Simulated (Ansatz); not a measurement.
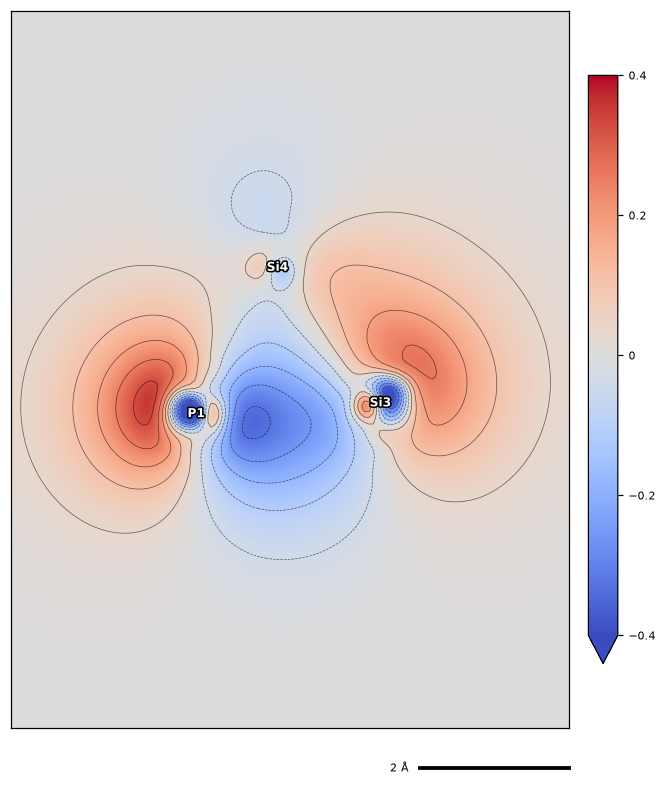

H$_{5}$PSi$_{3}$. One frontier orbital on the plane of atoms P1, Si4 and Si3 (values in Å⁻³ᐟ²; the overall sign is arbitrary).

Geometry: B3LYP-D3(BJ)/def2-SVP.

Computed with isolated molecule in a Gaussian basis; Kohn-Sham density functional theory, functional PBE0 (Ansatz).

Input

```
crystal:
  periodic: [false, false, false]
  atoms:
    - {symbol: P, position_ang: [-1.454400, 0.446332, 0.072904]}
    - {symbol: Si, position_ang: [0.528114, 0.676873, 1.108977]}
    - {symbol: Si, position_ang: [0.687597, -0.163016, -1.008283]}
    - {symbol: Si, position_ang: [-0.984159, -1.655932, -0.572316]}
    - {symbol: H, position_ang: [0.872321, 2.102278, 1.347953]}
    - {symbol: H, position_ang: [0.946113, -0.191831, 2.243424]}
    - {symbol: H, position_ang: [0.925208, 0.593025, -2.271026]}
    - {symbol: H, position_ang: [-1.857002, -2.107924, -1.686415]}
    - {symbol: H, position_ang: [-0.713139, -2.751361, 0.398727]}
basis:
  gaussian:
    orbitals: def2-TZVPD
hamiltonian:
  xc: {name: PBE0}
output: {forces: true, orbitals: {seedname: orbitals}}
```

Run with:

```sh
ansatz run input.yaml --threads 2 --pin off --max-ram 4350MiB --events-out events.jsonl --progress --plain --runs-dir runs
```

> Which orbital is it: HOMO or LUMO?

The HOMO, at −6.84 eV. By Hirshfeld shares it lies mainly on P1 (about 40 %) and Si3 (about 35 %).
